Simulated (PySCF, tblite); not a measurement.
**C4H5BO3S: dynamics, then NMR shifts on frames**

How do NMR shifts of C4H5BO3S (`OB(O)c1ccc(O)s1`) change as the atoms move?

Programs: tblite 0.8.0 and PySCF 2.14.0, with density-fitted response routines of our own. Each step states its level of theory. These are calculated values for one molecule in the gas phase, unless marked as measured. Atoms are numbered from 0 throughout.

## (1) The starting structure

14 atoms, charge 0, multiplicity 1; geometry from: GFN2-xTB.

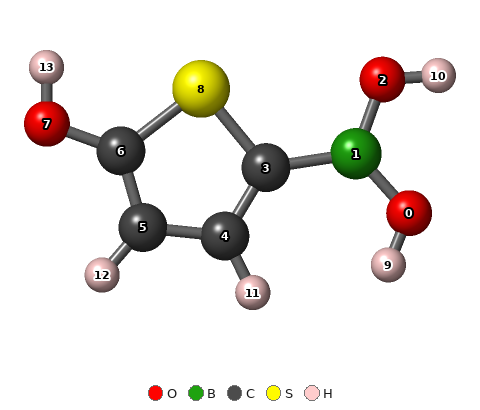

The starting geometry (oxygen red, boron green, carbon dark grey, sulfur yellow, hydrogen pink), atoms numbered.

## (2) Thermal motion with GFN2-xTB

What the job is given:

```
{"job": {"kind": "md", "xc": "GFN2-xTB", "basis": "xTB", "temperature": 300, "steps": 2000, "every": 50, "frames": 5}, "charge": 0, "multiplicity": 1}
O      2.830232    -0.329388     0.761750
B      1.973262     0.047236    -0.229943
O      2.491031     0.471326    -1.402733
C      0.425454     0.010440    -0.068310
C     -0.335379    -0.383478     0.998626
C     -1.726844    -0.281550     0.809681
C     -2.037338     0.200293    -0.427222
O     -3.278067     0.414546    -0.904915
S     -0.614749     0.528285    -1.368314
H      2.431605    -0.622754     1.578271
H      3.448108     0.466052    -1.430887
H      0.093250    -0.743981     1.918884
H     -2.464448    -0.543890     1.544305
H     -3.236796     0.766391    -1.801360
```

Method: GFN2-xTB Langevin dynamics, gas phase.

Run with:

```sh
> OMP_NUM_THREADS=1 python probes_run.py task.json out
```

The driver reads the jobs from task.json and runs them one after another.

The log of the run:

```text
t/fs     T/K      E/eV
    0.0   232.4   -758.13740
   25.0   175.9   -757.88203
   50.0   239.8   -757.75913
   75.0   314.1   -757.87832
  100.0   313.5   -757.78760
  125.0   312.6   -757.75055
  150.0   323.5   -757.69404
  175.0   210.6   -757.57578
  200.0   240.3   -757.81140
  225.0   363.6   -757.82754
  250.0   320.6   -757.58463
  275.0   272.4   -757.64164
  300.0   279.0   -757.62824
  325.0   275.5   -757.76932
  350.0   272.2   -757.74077
  375.0   335.9   -757.80304
  400.0   390.5   -757.66360
  425.0   349.0   -757.69148
  450.0   470.1   -757.71477
  475.0   227.4   -757.50497
  500.0   301.2   -757.68793
  525.0   258.8   -757.69192
  550.0   254.4   -757.72391
  575.0   258.8   -757.70182
  600.0   282.8   -757.69083
  625.0   297.6   -757.69971
  650.0   316.0   -757.64375
  675.0   297.3   -757.65528
  700.0   264.3   -757.68065
  725.0   256.4   -757.69369
  750.0   348.0   -757.59919
  775.0   301.9   -757.59466
  800.0   271.8   -757.65835
  825.0   274.7   -757.80752
  850.0   178.9   -757.78125
  875.0   209.1   -757.82620
  900.0   208.9   -757.82275
  925.0   174.5   -757.78305
  950.0   244.3   -757.83775
  975.0   240.2   -757.74801
 1000.0   270.8   -757.71232
```

Run time: 22 s. Hardware: 1 thread of Arm Neoverse N1, shared host; peak memory 0.18 GiB.

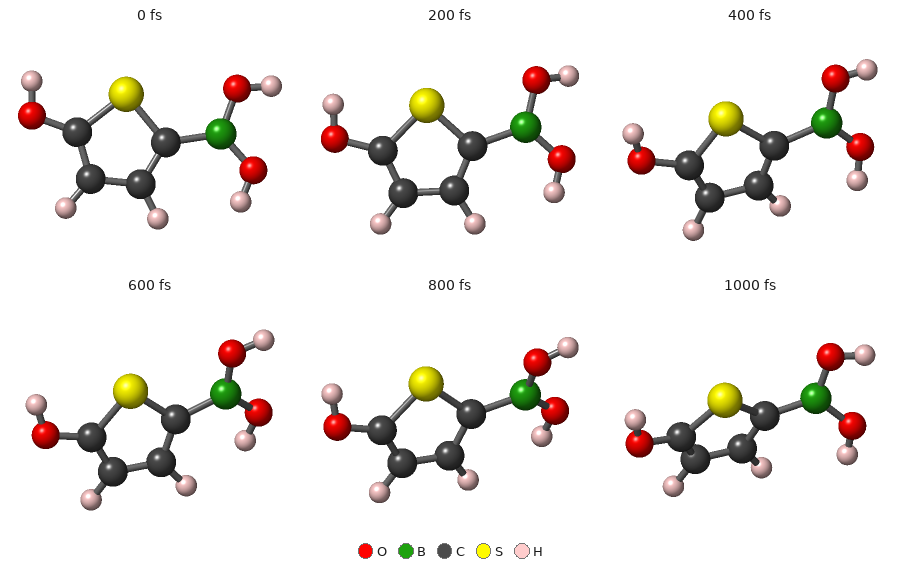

Frames of the run.

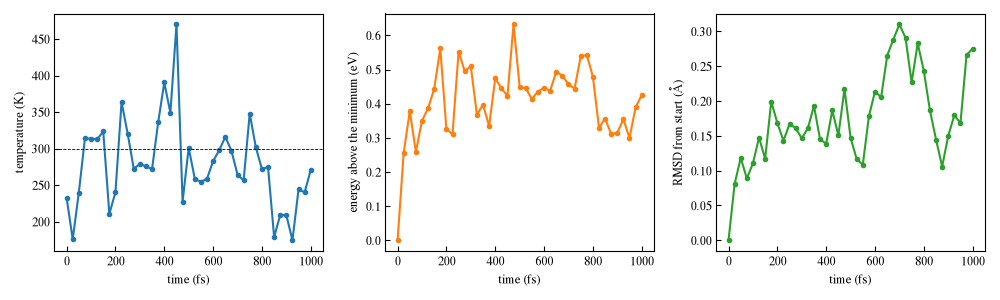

Temperature, potential energy and distance from the start.

Positions (Å) and forces (eV/Å) at 1000 fs:

```xyz
14

O     2.950   -1.239    0.135   -0.436    1.950   -1.507
B     1.956   -0.346   -0.354    1.063   -1.295    1.166
O     2.411    0.564   -1.187    0.560    0.861   -0.566
C     0.501   -0.367    0.101   -1.368   -0.032    0.542
C    -0.159   -1.490    0.555    0.696    0.655    0.148
C    -1.485   -1.238    0.925   -0.822   -1.990    0.996
C    -1.881    0.041    0.812   -0.554    0.808    0.191
O    -3.068    0.577    1.198    0.376   -1.885    0.398
S    -0.626    1.049    0.209    1.396   -0.783   -0.608
H     2.783   -1.973    0.672   -0.653   -1.050    0.937
H     3.364    0.486   -1.227    0.119    0.162   -0.344
H     0.379   -2.428    0.739   -0.562    0.454   -0.379
H    -2.121   -2.026    1.365    0.312    0.608   -0.413
H    -3.170    1.437    0.857   -0.129    1.536   -0.559
```

## (3) Nuclear shieldings: 250 fs, PBE0/pcSseg-1

What the job is given:

```
{"job": {"kind": "nmr", "xc": "PBE0", "basis": "pcSseg-1", "pop": false}, "charge": 0, "multiplicity": 1}
O      2.773600    -0.754700     0.149300
B      1.728900    -0.113100    -0.539400
O      1.992600     0.602600    -1.622900
C      0.271000    -0.161000    -0.086100
C     -0.309700    -1.044500     0.864600
C     -1.710400    -1.058800     0.800300
C     -2.221800    -0.165700    -0.147000
O     -3.540500    -0.104900    -0.435900
S     -0.918700     0.711500    -0.997100
H      2.429600    -1.262500     0.868700
H      2.865500     0.727400    -1.923500
H      0.316600    -1.418500     1.580300
H     -2.230800    -1.772800     1.398900
H     -3.820400     0.507000    -1.186100
```

Method: GIAO PBE0/pcSseg-1 NMR shielding, non-relativistic, gas phase.

The log of the run:

```text
coarse grid: 13416 points
cycle   1  E = -803.3005947454  dE =  1.713e+00  |g| = 1.027e+00  |ddm| = 3.728e+00
cycle   2  E = -803.0880852390  dE =  2.125e-01  |g| = 1.474e+00  |ddm| = 1.763e+00
cycle   3  E = -803.4922348779  dE = -4.041e-01  |g| = 1.485e-01  |ddm| = 1.167e+00
cycle   4  E = -803.4958389546  dE = -3.604e-03  |g| = 9.413e-02  |ddm| = 2.175e-01
cycle   5  E = -803.4980182987  dE = -2.179e-03  |g| = 2.440e-02  |ddm| = 1.069e-01
cycle   6  E = -803.4981598033  dE = -1.415e-04  |g| = 8.162e-03  |ddm| = 3.104e-02
cycle   7  E = -803.4981736122  dE = -1.381e-05  |g| = 2.235e-03  |ddm| = 7.274e-03
cycle   8  E = -803.4981746283  dE = -1.016e-06  |g| = 6.747e-04  |ddm| = 2.292e-03
final grid: 128272 points
cycle   9  E = -803.5814021566  dE = -3.063e-05  |g| = 1.272e-02  |ddm| = 2.978e-02
cycle  10  E = -803.5813423717  dE =  5.978e-05  |g| = 2.042e-02  |ddm| = 2.785e-02
cycle  11  E = -803.5814365700  dE = -9.420e-05  |g| = 1.407e-03  |ddm| = 1.926e-02
cycle  12  E = -803.5814370790  dE = -5.090e-07  |g| = 5.162e-04  |ddm| = 1.917e-03
cycle  13  E = -803.5814371402  dE = -6.118e-08  |g| = 8.832e-05  |ddm| = 4.485e-04
cycle  14  E = -803.5814371410  dE = -8.213e-10  |g| = 5.976e-05  |ddm| = 1.159e-04
cycle  15  E = -803.5814371419  dE = -8.663e-10  |g| = 1.612e-05  |ddm| = 7.258e-05
converged SCF energy = -803.5814371419

GIAO shielding tensors (ppm)
atom      isotropic    diamagn.    paramagn.     s11        s22        s33       span
  0 O      237.162     388.006    -150.844    129.728    277.902    303.856    174.128
  1 B       77.397     194.497    -117.100     67.335     73.286     91.569     24.234
  2 O      238.486     386.844    -148.357    160.338    258.431    296.690    136.353
  3 C       49.034     263.639    -214.605    -32.433     53.613    125.921    158.354
  4 C       38.956     256.046    -217.090    -69.019     31.972    153.916    222.935
  5 C       72.862     253.594    -180.732     18.622     49.874    150.090    131.468
  6 C       -2.182     261.421    -263.603    -69.924     -4.627     68.007    137.931
  7 O      185.423     380.149    -194.726    111.168    202.849    242.251    131.083
  8 S      256.033    1058.107    -802.075     89.304    284.463    394.331    305.027
  9 H       28.029      33.873      -5.844     19.999     27.041     37.046     17.047
 10 H       28.390      30.631      -2.241     21.395     23.324     40.451     19.056
 11 H       24.747      35.659     -10.911     22.011     23.095     29.136      7.125
 12 H       25.133      30.428      -5.295     21.735     26.213     27.451      5.716
 13 H       25.310      28.465      -3.155     18.205     24.169     33.557     15.352
```

Wall time 46 s (1 thread of Arm Neoverse N1, shared host); peak memory 0.82 GiB.

The references, computed at this level on geometries of the same kind, shield at (ppm): 1H TMS 31.72, 13C TMS 186.9, 17O H2O 336.1, 11B BF3·OEt2 100.1, 33S CS2 504. Their shielding less the atom's gives the shift. The references are single molecules in the gas phase, so shifts against H2O, NH3, PH3, H3PO4 or CFCl3 are not on the usual liquid scales and can be off by tens of ppm. Each atom is listed at this fixed geometry, with no averaging over motion; a spectrum would average atoms that exchange fast.

```tsv
atoms	environment	σ (ppm)	δ (ppm)
C6	aromatic carbon bearing oxygen	-2.2	189.1
C4	aromatic CH	39.0	148.0
C3	substituted aromatic carbon next to the ring sulfur	49.0	137.9
C5	aromatic CH	72.9	114.1
H11	hydrogen on an aromatic CH	24.75	6.97
H12	hydrogen on an aromatic CH	25.13	6.58
H13	hydrogen on a phenol-type oxygen	25.31	6.41
H9	hydrogen on an oxygen bonded to B	28.03	3.69
H10	hydrogen on an oxygen bonded to B	28.39	3.33
O7	phenol-type oxygen	185.4	150.7
O0	oxygen bonded to B, H	237.2	98.9
O2	oxygen bonded to B, H	238.5	97.6
B1	boron bonded to C, 2 O	77.4	22.7
S8	aromatic ring sulfur	256	248
```

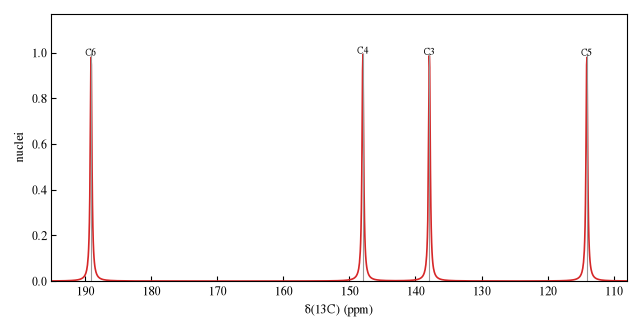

13C lines at the computed shifts, without couplings. Lines are broadened to a width of 0.30 ppm (Lorentzian).

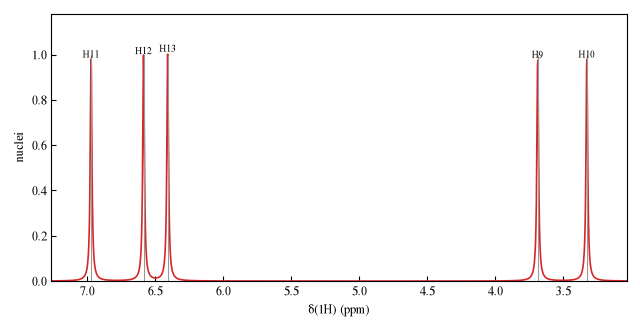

1H lines at the computed shifts, without couplings. Lines are broadened to a width of 0.01 ppm (Lorentzian).

Ring of atoms C3, C4, C5, C6, S8: NICS(0) -11.6, NICS(1) -10.0, NICS(1)zz -21.6 ppm (means of both faces).

## (4) Shielding tensors: 425 fs, PBE0/pcSseg-1

What the job is given:

```
{"job": {"kind": "nmr", "xc": "PBE0", "basis": "pcSseg-1", "pop": false}, "charge": 0, "multiplicity": 1}
O      2.797200    -1.039900    -0.478300
B      1.795500    -0.153100    -0.780400
O      2.129200     0.796900    -1.705900
C      0.300700    -0.269500    -0.189700
C     -0.137800    -1.324800     0.536800
C     -1.521600    -1.300100     0.878600
C     -2.107900    -0.228100     0.260800
O     -3.407400     0.236500     0.478500
S     -1.011500     0.752500    -0.646700
H      2.647400    -1.854900     0.069000
H      3.065100     0.560000    -2.021000
H      0.524300    -2.060700     0.928600
H     -2.085100    -1.910000     1.503500
H     -3.442000     1.207400     0.481400
```

Method: GIAO PBE0/pcSseg-1 NMR shielding, non-relativistic, gas phase.

The log of the run:

```text
coarse grid: 13416 points
cycle   1  E = -803.3136690647  dE =  1.663e+00  |g| = 1.015e+00  |ddm| = 3.732e+00
cycle   2  E = -803.1184255339  dE =  1.952e-01  |g| = 1.454e+00  |ddm| = 1.643e+00
cycle   3  E = -803.5027893406  dE = -3.844e-01  |g| = 1.027e-01  |ddm| = 1.057e+00
cycle   4  E = -803.5047419720  dE = -1.953e-03  |g| = 5.251e-02  |ddm| = 1.356e-01
cycle   5  E = -803.5053371587  dE = -5.952e-04  |g| = 1.778e-02  |ddm| = 5.811e-02
cycle   6  E = -803.5054066339  dE = -6.948e-05  |g| = 6.181e-03  |ddm| = 2.157e-02
cycle   7  E = -803.5054158358  dE = -9.202e-06  |g| = 1.855e-03  |ddm| = 7.212e-03
final grid: 128272 points
cycle   8  E = -803.5887175620  dE = -2.870e-05  |g| = 1.341e-02  |ddm| = 3.164e-02
cycle   9  E = -803.5886581752  dE =  5.939e-05  |g| = 2.122e-02  |ddm| = 2.840e-02
cycle  10  E = -803.5887542776  dE = -9.610e-05  |g| = 1.473e-03  |ddm| = 1.916e-02
cycle  11  E = -803.5887547792  dE = -5.016e-07  |g| = 5.122e-04  |ddm| = 1.822e-03
cycle  12  E = -803.5887548412  dE = -6.195e-08  |g| = 1.110e-04  |ddm| = 5.314e-04
cycle  13  E = -803.5887548435  dE = -2.319e-09  |g| = 5.737e-05  |ddm| = 1.531e-04
cycle  14  E = -803.5887548442  dE = -7.731e-10  |g| = 1.513e-05  |ddm| = 5.792e-05
converged SCF energy = -803.5887548442

GIAO shielding tensors (ppm)
atom      isotropic    diamagn.    paramagn.     s11        s22        s33       span
  0 O      222.656     386.378    -163.723    132.512    263.249    272.206    139.695
  1 B       75.989     193.281    -117.291     64.854     72.577     90.536     25.682
  2 O      199.850     385.219    -185.369    111.582    236.925    251.043    139.461
  3 C       59.906     261.916    -202.010    -16.420     54.438    141.699    158.119
  4 C       50.350     255.383    -205.033    -37.164     39.893    148.321    185.486
  5 C       70.591     254.708    -184.116     -1.696     62.314    151.156    152.852
  6 C        3.466     263.632    -260.166    -71.297      9.322     72.373    143.670
  7 O      211.649     384.024    -172.375    132.022    237.296    265.629    133.606
  8 S      295.882    1058.683    -762.800    138.443    339.498    409.706    271.264
  9 H       25.976      30.479      -4.502     18.570     23.910     35.449     16.879
 10 H       25.970      25.806       0.164     19.710     23.706     34.493     14.783
 11 H       25.053      34.369      -9.316     21.733     25.328     28.098      6.365
 12 H       25.342      32.084      -6.742     22.753     24.777     28.497      5.744
 13 H       27.094      31.517      -4.423     18.675     25.885     36.724     18.049
```

Wall time 45 s (1 thread of Arm Neoverse N1, shared host); peak memory 0.9 GiB.

In short: δ C6 183.5, C4 136.6, C3 127.0, C5 116.3, H11 6.66, H12 6.37 ppm.

[end of part 1 of 2]
